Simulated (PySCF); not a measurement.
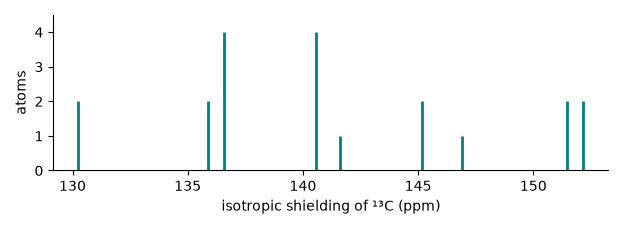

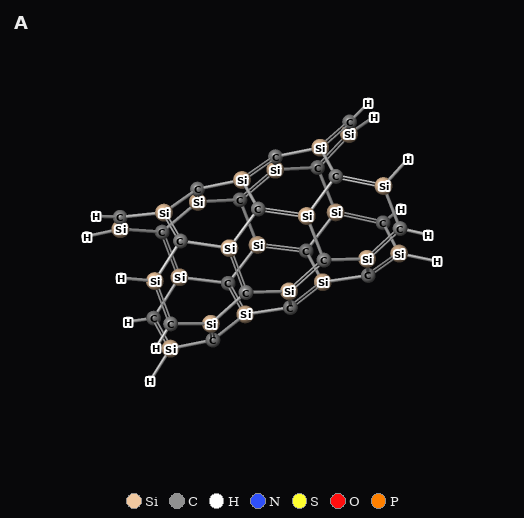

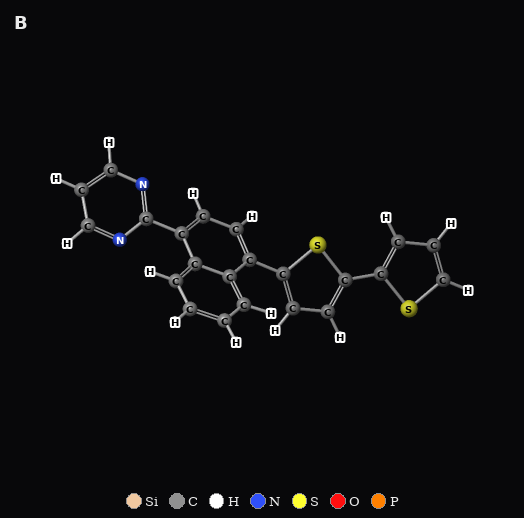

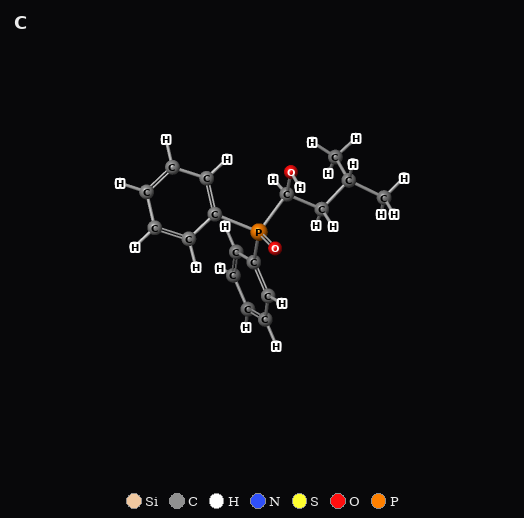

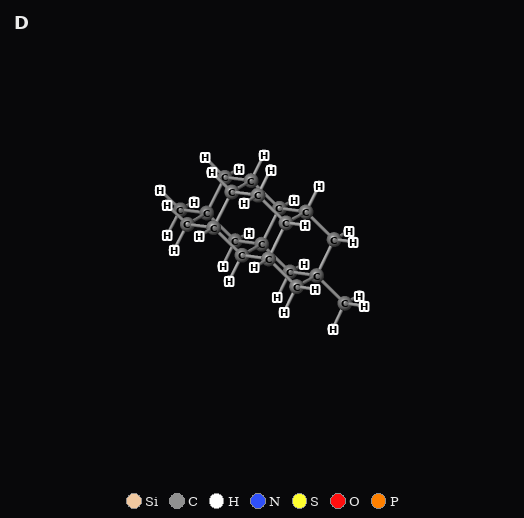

The sticks are computed shieldings of one of the molecules, for one fixed geometry (GFN2-xTB) without averaging over rotations. Low shielding means a high chemical shift. Method: GIAO KT3/pcSseg-1 NMR shielding, non-relativistic, gas phase (PySCF 2.14.0).

### Match the spectrum to a structure.

D, `C[C@@]12C[C@@H]3[C@H]4C[C@@H]5[C@H]6C[C@@]7(C)C[C@@H]5[C@@H]3C(C1)(C7)[C@H]6[C@H]4C2`. Its 20 C atoms give lines at 130.3 (2 atoms), 135.9 (2 atoms), 136.6 (4 atoms), 140.6 (4 atoms), 141.6, 145.2 (2 atoms), 146.9, 151.5 (2 atoms), 152.2 (2 atoms) ppm.

The geometry is semi-empirical. Around P, Si such bond lengths and angles can be off by a tenth of an ångström or more and by several degrees, and values that hang on the shape move with them.
